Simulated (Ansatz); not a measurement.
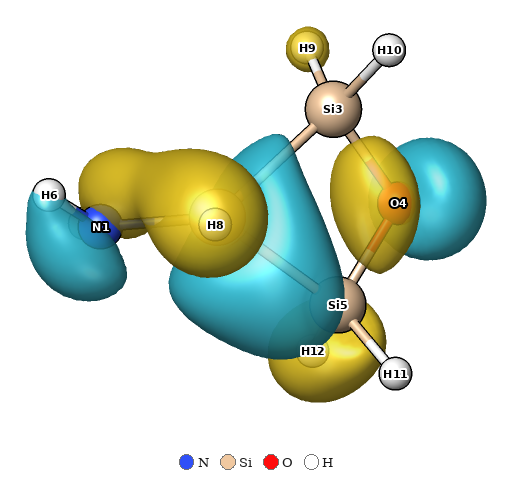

Figure. H7NOSi3 (SMILES N[SiH]1[SiH2]O[SiH2]1). The HOMO−1 at ±0.1 Å⁻³ᐟ² (yellow and cyan are the two phases), seen at a tilt.

Level of theory: RKS B3LYP-D4/6-31G* in Ansatz 0.2.0.

Input

```
crystal:
  periodic: [false, false, false]
  atoms:
    - { symbol: "N", position_ang: [-2.048, 0.6416, 0.3175] }
    - { symbol: Si, position_ang: [-0.7367, -0.2796, 0.6404] }
    - { symbol: Si, position_ang: [1.3166, 0.6458, 0.3377] }
    - { symbol: O, position_ang: [1.4173, 0.227, -1.2665] }
    - { symbol: Si, position_ang: [0.4515, -1.1942, -1.1093] }
    - { symbol: H, position_ang: [-2.2933, 1.3376, 1.0755] }
    - { symbol: H, position_ang: [-1.9106, 1.2784, -0.5072] }
    - { symbol: H, position_ang: [-0.8881, -1.0553, 1.875] }
    - { symbol: H, position_ang: [1.3527, 2.1384, 0.5491] }
    - { symbol: H, position_ang: [2.449, -0.0287, 1.1189] }
    - { symbol: H, position_ang: [1.3082, -2.3373, -0.7034] }
    - { symbol: H, position_ang: [-0.3417, -1.4288, -2.2936] }
basis:
  gaussian: { orbitals: "6-31G*" }
hamiltonian:
  xc: b3lyp
  dispersion: d4
relax:
  f_tol: 0.015
  max_steps: 40
output:
  orbitals: {}
```

Run with:

```sh
ansatz run input.yaml --threads 2 --pin off --max-ram 3072MiB --backend cpu --events-out ev --progress --plain --runs-dir out
```

The fields are those of the run's last geometry, not of the input's.

Where does this orbital lie, and at what energy?

By Hirshfeld shares it lies mainly on O4 (about 25 %), Si2 (about 25 %), Si5 (about 15 %), N1 (about 10 %) and H8 (about 10 %). Its energy is −7.66 eV.
